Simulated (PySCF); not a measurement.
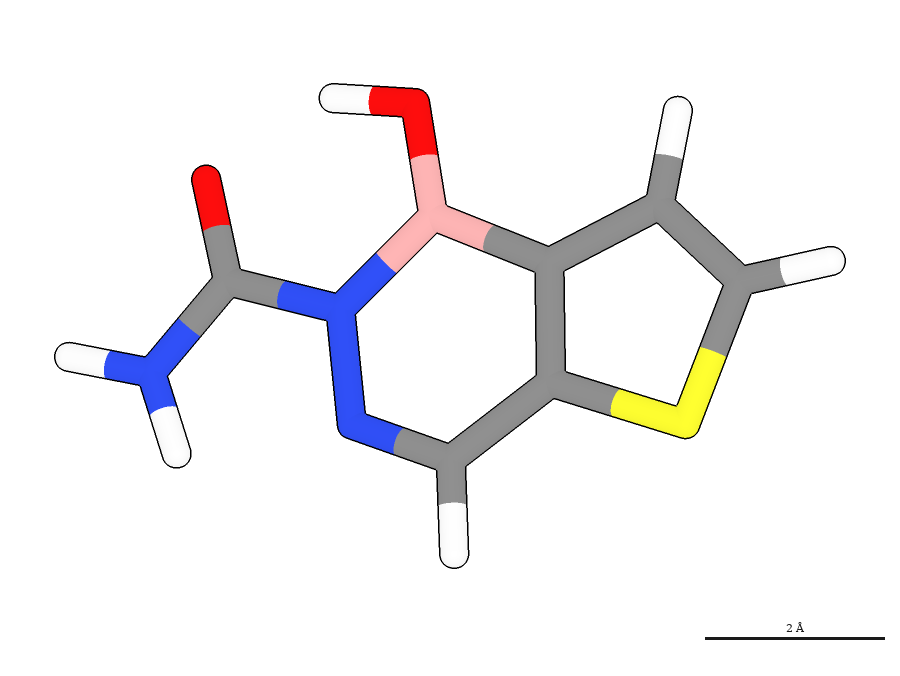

Every bond is drawn as one stick, whatever its order. Colours: nitrogen blue, carbon grey, oxygen red, sulfur yellow, boron pink, hydrogen white.

Computed geometry: PBE0-D3(BJ)/def2-SVP optimisation. No frequency run is at hand to confirm it as a minimum.

Identify the structure.

It has 19 atoms: 6 carbon, 6 hydrogen, 1 boron, 3 nitrogen, 2 oxygen and 1 sulfur (C6H6BN3O2S). SMILES: `NC(=O)N1N=Cc2sccc2B1O`. Independent rings (smallest set): 1 of 5 members, 1 of 6 members, 1 of them aromatic. Among its groups: amide, imine. The point group is Cs. All atoms lie on one plane. Coordination: 2 N trigonal planar; 6 C trigonal planar; 1 N bent; 1 S bent; 1 B trigonal planar; 1 O bent.

The parts below concern this one geometry. Atoms keep their numbers from picture to picture.

**Geometry**

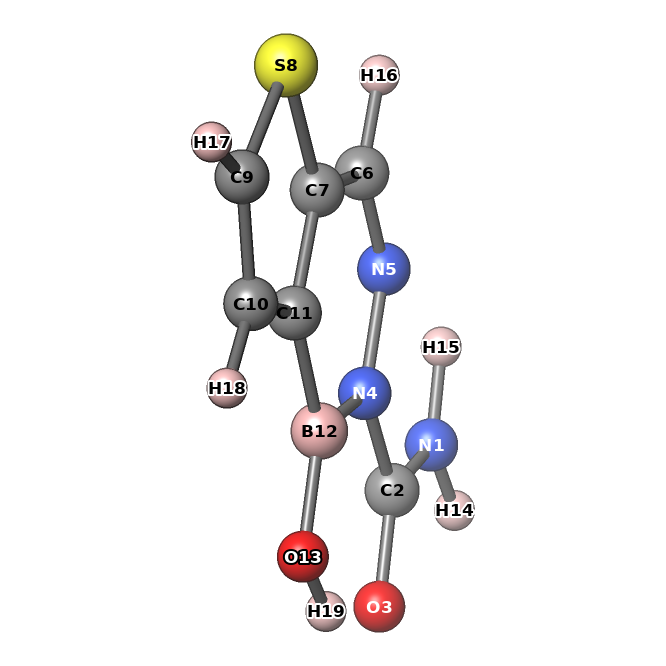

C6 lies behind C7. The molecule seen a little off the C7–C6 bond, C7 in front. Depth is shown by fading: the farther an atom, the more it takes the colour of the background. No frequency run is at hand to confirm it as a minimum.

> What is the torsion angle S8–C7–C6–N5? The sign is positive where the front bond must turn clockwise to cover the back bond.

180°, antiperiplanar (anti).

**Polarisability**

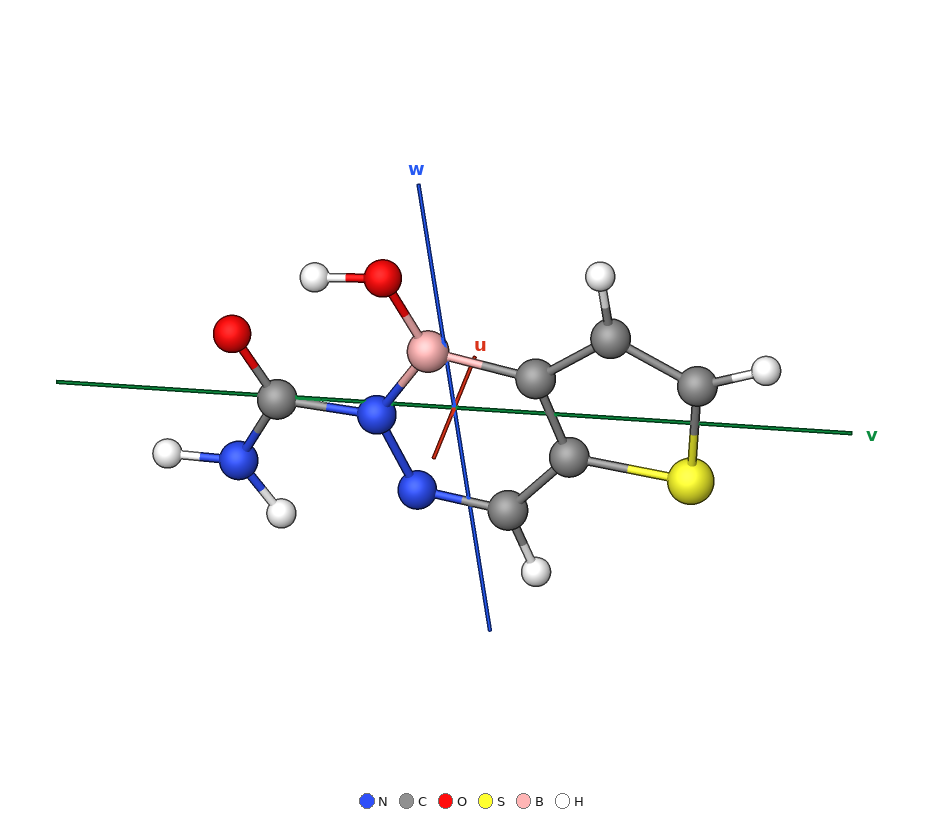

The lines u, v and w are the principal axes of the static dipole polarisability. No frequency run is at hand to confirm it as a minimum. Computed with ωB97X-D/def2-SVPD (PySCF 2.14.0).

> Along which axis is the molecule most polarisable, and along which least?

Most along v, least along u.

> Give the three principal values.

u 72.7, v 188.6, w 134.9 bohr³; mean 132.1, anisotropy 100.5 bohr³.

**Bond orders**

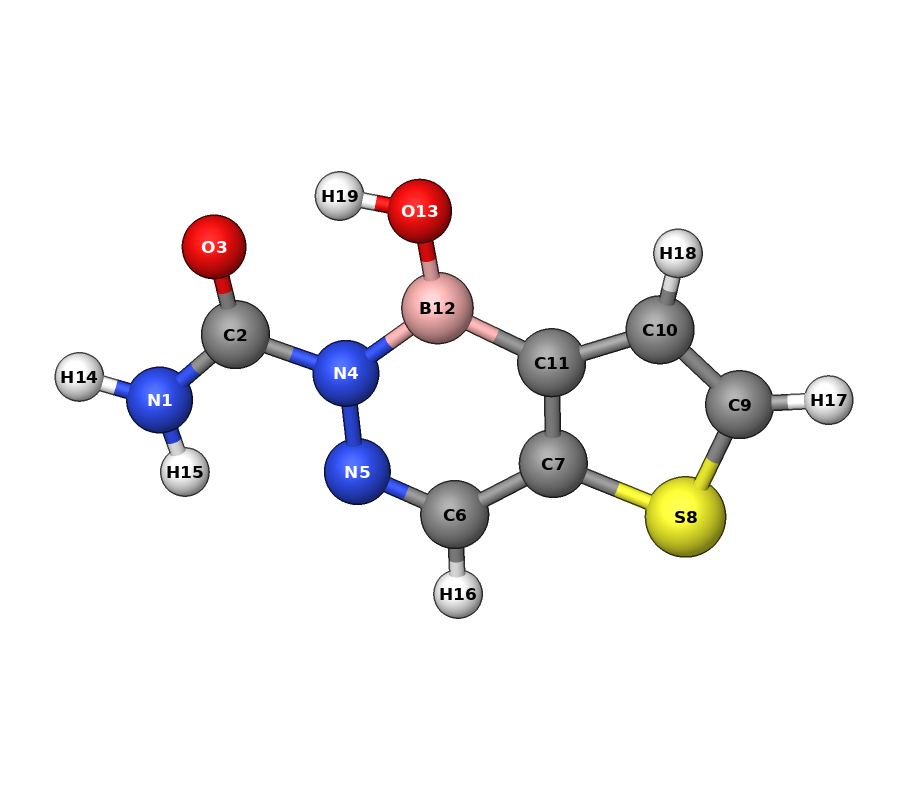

Every bond is drawn as one stick. No frequency run is at hand to confirm it as a minimum. Computed with PBE0/pcSseg-1 (PySCF 2.14.0).

List the Mayer bond orders of N1–C2, C2–O3, C2–N4, N4–N5, N4–B12, N5–C6, C6–C7, C7–S8, C7–C11, S8–C9, C9–C10, C10–C11, C11–B12, B12–O13 (bonds between heavy atoms, one of each equivalent set).

```
   bond  Mayer order  length (Å)
  N1–C2         1.27       1.340
  C2–O3         1.76       1.224
  C2–N4         0.96       1.415
  N4–N5         1.07       1.353
 N4–B12         0.91       1.480
  N5–C6         1.74       1.291
  C6–C7         1.15       1.431
  C7–S8         1.13       1.727
 C7–C11         1.43       1.390
  S8–C9         1.15       1.722
 C9–C10         1.59       1.370
C10–C11         1.29       1.425
C11–B12         0.89       1.539
B12–O13         1.36       1.342
```

**NMR shielding**

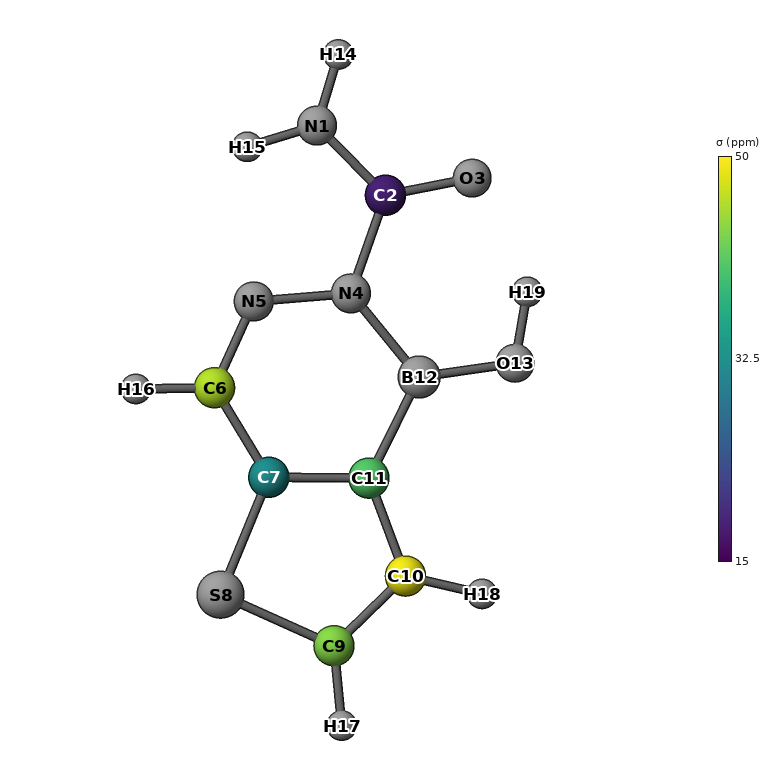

Atoms are coloured by their isotropic NMR shieldings (C only, the others grey). No frequency run is at hand to confirm it as a minimum. Level of theory: GIAO PBE0/pcSseg-1 NMR shielding, non-relativistic, IEF-PCM acetonitrile (PySCF 2.14.0).

> Which C atom is the most shielded (lowest chemical shift)?

C10 (49.2 ppm).

> Which C atom is the least shielded (highest chemical shift)?

C2 (18.4 ppm).

> How wide is the range of C shifts?

30.8 ppm.

Give the isotropic NMR shieldings of the C atoms atom by atom.

```
atom  σ (ppm)
  C2     18.4
  C6     46.0
  C7     32.0
  C9     43.7
 C10     49.2
 C11     40.6
```

**Charges**

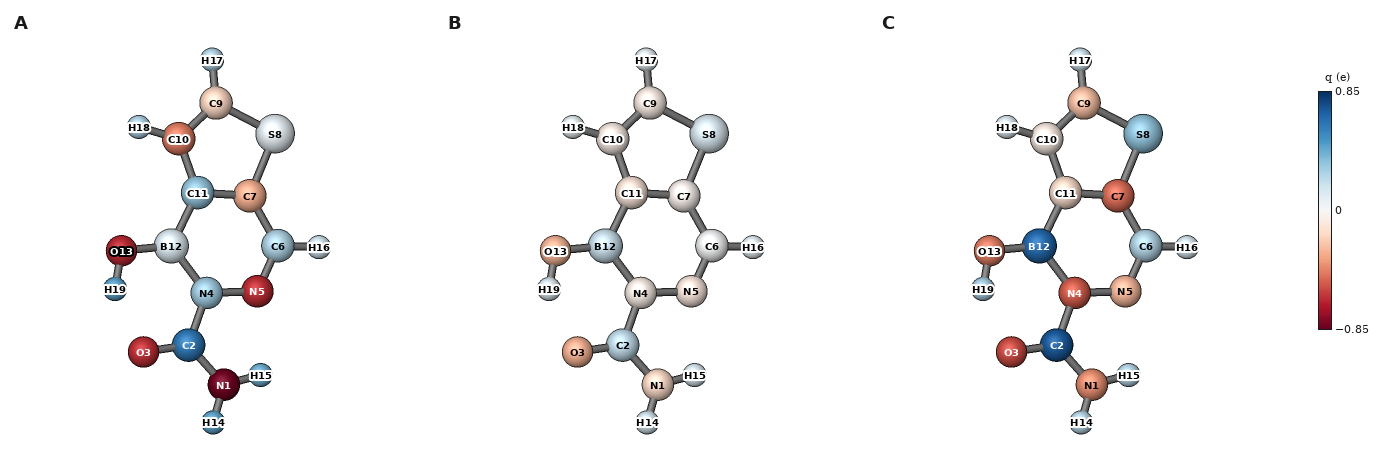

Atomic charges of one calculation by 3 schemes, on one colour scale. No frequency run is at hand to confirm it as a minimum. Computed with PBE0/pcSseg-1 in acetonitrile (IEF-PCM) (PySCF 2.14.0).

> The schemes are ESP-fitted, Hirshfeld, Mulliken. Which panel shows which?

A ESP-fitted, B Hirshfeld, C Mulliken.

List the charges (e), one line for each set of equivalent atoms.

```csv
atom,ESP-fitted,Hirshfeld,Mulliken
N1,−0.83,−0.16,−0.39
C2,0.61,0.21,0.71
O3,−0.62,−0.29,−0.55
N4,0.30,−0.05,−0.51
N5,−0.63,−0.09,−0.27
C6,0.26,0.01,0.25
C7,−0.30,−0.04,−0.48
S8,0.07,0.12,0.33
C9,−0.18,−0.07,−0.25
C10,−0.43,−0.06,−0.07
C11,0.33,−0.10,−0.14
B12,0.11,0.19,0.66
O13,−0.64,−0.28,−0.43
H14,0.44,0.17,0.23
H15,0.41,0.13,0.24
H16,0.16,0.07,0.13
H17,0.24,0.07,0.16
H18,0.25,0.07,0.11
H19,0.45,0.12,0.27
```

Mulliken values depend strongly on the basis set and can even reverse the polarity of a bond.
